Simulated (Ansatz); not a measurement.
**Geometry relaxation of ZrN$_{3}$H$_{6}$Cl (part 2 of 2)**

ZrN$_{3}$H$_{6}$Cl; RKS PBE/def2-SVP (Ansatz 0.2.0). It belongs to a series of runs on one base structure; here: start relaxed.

Geometry of the input (Å):
```
Zr 0.0000  0.0000  0.0000
N  0.0000  0.0000  2.2100
H  -0.8770  -0.2713  2.7400
H  0.8770  0.2713  2.7400
N  2.0840  0.0000  -0.7359
H  2.5823  -0.9180  -0.9166
H  2.5853  0.9180  -0.9082
N  -1.0409  1.8034  -0.7359
H  -2.0610  1.7482  -1.0186
H  -0.5204  2.7241  -0.8065
Cl -1.1869  -2.0563  -0.8392
```

### Trajectory as extended XYZ (Å, eV, eV/Å), 11 frames, from step=1 to step=11
```
11
Properties=species:S:1:pos:R:3:forces:R:3 step=1 energy=-18357.38709
Zr    0.0000    0.0000    0.0000    0.5091   0.6048   0.0054
N     0.0000    0.0000    2.2100    0.1782  -0.0623  -2.0763
H    -0.8770   -0.2713    2.7400    1.4619   0.5803  -0.1599
H     0.8770    0.2713    2.7400   -1.5259  -0.5413  -0.1384
N     2.0840    0.0000   -0.7359   -2.1326   0.1866   0.9445
H     2.5823   -0.9180   -0.9166   -0.1672   1.5410   0.0652
H     2.5853    0.9180   -0.9082   -0.1304  -1.5712  -0.0019
N    -1.0409    1.8034   -0.7359    1.0673  -1.7620   0.5956
H    -2.0610    1.7482   -1.0186    1.3903   0.7141   0.2529
H    -0.5204    2.7241   -0.8065   -1.3005  -0.9262  -0.0587
Cl   -1.1869   -2.0563   -0.8392    0.6497   1.2362   0.5716
11
Properties=species:S:1:pos:R:3:forces:R:3 step=2 energy=-18358.50987
Zr    0.0353    0.0450    0.0023   -0.3187  -0.4616  -0.0902
N     0.0254   -0.0167    2.0527    0.1163   0.1039   0.4034
H    -0.8243   -0.2100    2.6246    0.6365   0.2850  -0.1608
H     0.8372    0.2354    2.6525   -0.6218  -0.2928  -0.1031
N     1.9537    0.0261   -0.6338    0.6421   0.2822  -0.1489
H     2.4698   -0.8459   -0.8757   -0.1125   0.6320   0.1057
H     2.5017    0.8755   -0.8916   -0.1374  -0.7028   0.0545
N    -0.9512    1.6781   -0.7174   -0.1114   0.5241  -0.1392
H    -1.9603    1.6946   -0.9705    0.5899   0.2475   0.1173
H    -0.5345    2.6333   -0.7564   -0.5540  -0.4666  -0.0138
Cl   -1.1103   -1.8959   -0.7577   -0.1289  -0.1509  -0.0248
11
Properties=species:S:1:pos:R:3:forces:R:3 step=3 energy=-18358.61408
Zr    0.0106   -0.0113   -0.0373    0.0585   0.0826   0.0482
N     0.0396   -0.0169    2.0190   -0.1647   0.0912   0.5077
H    -0.8273   -0.0158    2.6100    0.8019   0.0734  -0.3666
H     0.8782    0.0831    2.6273   -0.5993  -0.1162  -0.2417
N     1.9605    0.0519   -0.6117    0.1366  -0.0106  -0.0562
H     2.5228   -0.7938   -0.8033   -0.0384   0.2348   0.0414
H     2.4921    0.8833   -0.9151   -0.0537  -0.2326   0.0432
N    -0.9430    1.6591   -0.7429    0.0331   0.3010   0.0882
H    -1.9471    1.7071   -0.9694    0.1341   0.0545  -0.0392
H    -0.5803    2.6294   -0.6812   -0.2233  -0.3555   0.0108
Cl   -1.1636   -1.9567   -0.7663   -0.0849  -0.1225  -0.0360
11
Properties=species:S:1:pos:R:3:forces:R:3 step=4 energy=-18358.63833
Zr    0.0096   -0.0103   -0.0514   -0.1547  -0.0043   0.0380
N     0.0581    0.0006    1.9940   -0.0171   0.1649   0.9731
H    -0.7868    0.1652    2.6011    0.8793  -0.1558  -0.4914
H     0.9078   -0.0767    2.6038   -0.8226   0.0663  -0.4375
N     1.9548    0.0496   -0.6157    0.3563  -0.1027  -0.1106
H     2.5491   -0.7870   -0.7363   -0.0884   0.1744   0.0307
H     2.4904    0.8678   -0.9384   -0.0353  -0.1079   0.0176
N    -0.9582    1.6576   -0.7220   -0.4298   0.7089  -0.0290
H    -1.9224    1.6650   -1.1247    0.6643   0.0712   0.1999
H    -0.6811    2.6458   -0.5155   -0.3012  -0.7015  -0.1321
Cl   -1.1788   -1.9582   -0.7658   -0.0508  -0.1133  -0.0589
11
Properties=species:S:1:pos:R:3:forces:R:3 step=5 energy=-18358.70318
Zr    0.0069   -0.0329   -0.0790   -0.1689   0.0377   0.1349
N     0.0592    0.0640    1.9617    0.0324   0.0024   0.2132
H    -0.7692    0.2303    2.5563    0.1815  -0.0322  -0.1441
H     0.8759   -0.0485    2.5778   -0.1233   0.0102  -0.0783
N     1.9648    0.0189   -0.6385    0.0787   0.0015  -0.0494
H     2.5778   -0.8065   -0.6957   -0.0472   0.0314  -0.0007
H     2.4966    0.8256   -0.9885    0.0054  -0.0218   0.0097
N    -0.9937    1.6569   -0.6441   -0.0820   0.2488  -0.1269
H    -1.8639    1.7111   -1.1976    0.2214  -0.0241   0.0575
H    -0.7600    2.6155   -0.3344   -0.1059  -0.2670  -0.0034
Cl   -1.1520   -2.0151   -0.7889    0.0080   0.0130  -0.0125
11
Properties=species:S:1:pos:R:3:forces:R:3 step=6 energy=-18358.72621
Zr   -0.0066   -0.0190   -0.0587    0.0919  -0.0527  -0.0656
N     0.0854    0.0656    1.9796   -0.0119   0.1068   0.0136
H    -0.7271    0.2825    2.5722    0.0157  -0.0713  -0.0035
H     0.8985   -0.0739    2.5894   -0.0139   0.0241  -0.0103
N     1.9520    0.0198   -0.6412   -0.0480  -0.0141   0.0118
H     2.5269   -0.8273   -0.7486   -0.0155   0.0155   0.0281
H     2.5181    0.8209   -0.9471   -0.0405  -0.0316  -0.0362
N    -0.9784    1.6646   -0.6906   -0.0264   0.1831   0.2354
H    -1.7721    1.7180   -1.3432    0.1025   0.0205  -0.0196
H    -0.9038    2.5720   -0.2023   -0.0563  -0.1757  -0.1332
Cl   -1.1506   -2.0038   -0.7805    0.0025  -0.0047  -0.0206
11
Properties=species:S:1:pos:R:3:forces:R:3 step=7 energy=-18358.76348
Zr   -0.0036   -0.0118   -0.0345   -0.0095   0.0106   0.0173
N     0.0923    0.0798    2.0014   -0.0430   0.0512   0.0314
H    -0.7501    0.1512    2.5909    0.0806  -0.0506  -0.0358
H     0.9093   -0.0022    2.6162   -0.0149   0.0347   0.0041
N     1.9386    0.0215   -0.6615    0.0049   0.0214  -0.0279
H     2.5328   -0.8199   -0.6751   -0.0214   0.0447  -0.0007
H     2.4638    0.7865   -1.1042   -0.0338  -0.0702   0.0183
N    -0.9748    1.6764   -0.6521   -0.0359   0.1538  -0.0225
H    -1.6142    1.7601   -1.4582    0.1552  -0.0013   0.1277
H    -0.9955    2.5664   -0.1317   -0.0588  -0.1516  -0.0816
Cl   -1.1562   -1.9884   -0.7622   -0.0234  -0.0428  -0.0304
11
Properties=species:S:1:pos:R:3:forces:R:3 step=8 energy=-18358.77473
Zr   -0.0330   -0.0138   -0.0309    0.0105  -0.1163  -0.0263
N     0.0821    0.1240    1.9973   -0.2625  -0.0855   0.1791
H    -0.7543   -0.0027    2.5996    0.3531   0.0491  -0.1648
H     0.9200    0.1359    2.5909   -0.0886   0.0258   0.0132
N     1.9017    0.0099   -0.6682   -0.0683   0.0046  -0.0138
H     2.4855   -0.8375   -0.6823    0.0052   0.0153   0.0054
H     2.4159    0.7607   -1.1415    0.0172   0.0078  -0.0080
N    -0.9282    1.7226   -0.6426   -0.1934   0.0518  -0.1388
H    -1.4498    1.8474   -1.5313    0.2214   0.0394   0.3499
H    -1.0862    2.5480   -0.0416   -0.0210  -0.1978  -0.2286
Cl   -1.1114   -2.0751   -0.7203    0.0263   0.2058   0.0327
11
Properties=species:S:1:pos:R:3:forces:R:3 step=9 energy=-18358.79607
Zr   -0.0323   -0.0231   -0.0035    0.0922   0.0921   0.0099
N     0.0953    0.0984    2.0274   -0.0361  -0.0081   0.0980
H    -0.7021   -0.0944    2.6505    0.0262   0.0047  -0.0282
H     0.9285    0.2200    2.6168   -0.0503  -0.0056  -0.0693
N     1.8877    0.0104   -0.6827    0.0466  -0.0165  -0.0312
H     2.4999   -0.8174   -0.6791   -0.0209   0.0134   0.0003
H     2.3814    0.7631   -1.1759   -0.0214  -0.0031   0.0038
N    -0.9159    1.7024   -0.6433   -0.0652   0.0406   0.0126
H    -1.2629    1.8662   -1.6001    0.0270  -0.0273   0.0966
H    -1.2279    2.4850   -0.0536    0.0384  -0.0357  -0.0758
Cl   -1.2093   -1.9912   -0.7276   -0.0366  -0.0545  -0.0167
11
Properties=species:S:1:pos:R:3:forces:R:3 step=10 energy=-18358.79873
Zr   -0.0220   -0.0200   -0.0007   -0.0220  -0.0324  -0.0012
N     0.0823    0.0939    2.0317    0.0147   0.0074   0.0087
H    -0.7168   -0.0951    2.6513   -0.0071  -0.0039  -0.0027
H     0.9146    0.2158    2.6195    0.0007  -0.0003  -0.0028
N     1.8965    0.0137   -0.6887    0.0074   0.0124   0.0043
H     2.5106   -0.8118   -0.6827   -0.0006   0.0026  -0.0042
H     2.3823    0.7663   -1.1896   -0.0034  -0.0085  -0.0010
N    -0.9166    1.6992   -0.6339    0.0032   0.0089   0.0052
H    -1.2970    1.8335   -1.5802    0.0048  -0.0012  -0.0004
H    -1.1836    2.5119   -0.0669   -0.0047  -0.0027  -0.0079
Cl   -1.2079   -1.9880   -0.7307    0.0069   0.0176   0.0021
11
Properties=species:S:1:pos:R:3:forces:R:3 step=11 energy=-18358.79894
Zr   -0.0226   -0.0196    0.0039    0.0061   0.0092   0.0038
N     0.0851    0.0933    2.0366   -0.0047  -0.0021  -0.0048
H    -0.7144   -0.1005    2.6545    0.0013  -0.0013   0.0015
H     0.9169    0.2156    2.6248   -0.0002   0.0006  -0.0003
N     1.8952    0.0159   -0.6871   -0.0042  -0.0025   0.0000
H     2.5076   -0.8109   -0.6864    0.0008   0.0003  -0.0006
H     2.3778    0.7659   -1.1945   -0.0020   0.0014   0.0002
N    -0.9143    1.7003   -0.6320    0.0013  -0.0076   0.0014
H    -1.2785    1.8290   -1.5856    0.0003   0.0009   0.0008
H    -1.1988    2.5121   -0.0725    0.0017   0.0007  -0.0023
Cl   -1.2116   -1.9817   -0.7326   -0.0005   0.0002   0.0004
```

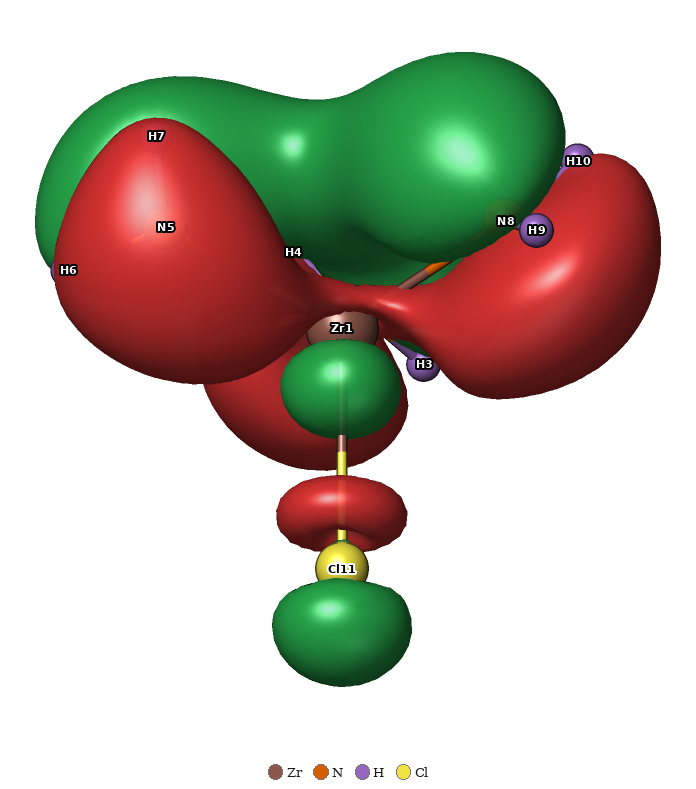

Fig. 1: The HOMO at ±0.06 Å⁻³ᐟ² (green and red are the two phases), seen from the side. Its energy is −5.74 eV.

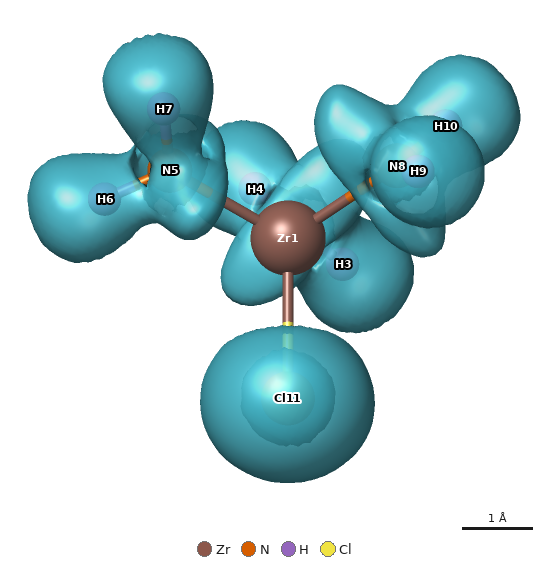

Fig. 2: Isosurface of the ELF at 0.75 (cyan), seen from the side. Core shells and regions of very low density are left out. Profiles from the grid: Zr–N (2.04 Å): the ELF peaks at about 0.90 in the valence shell of N, 0.6 Å from its nucleus, and drops to about 0.30 between the two atoms. Zr–Cl (2.41 Å): the ELF peaks at about 0.85 in the valence shell of Cl, 0.8 Å from its nucleus, and is about 0.30 at the midpoint.

### Summary

- outcome: converged
- total energy: −18358.7990 eV
- mean-field energy: −18358.7990 eV
- largest force (length of the vector) at the end: 0.012 eV/Å
- wall time: 7.6 s (CPU time 27 s)
- peak memory: 0.19 GiB
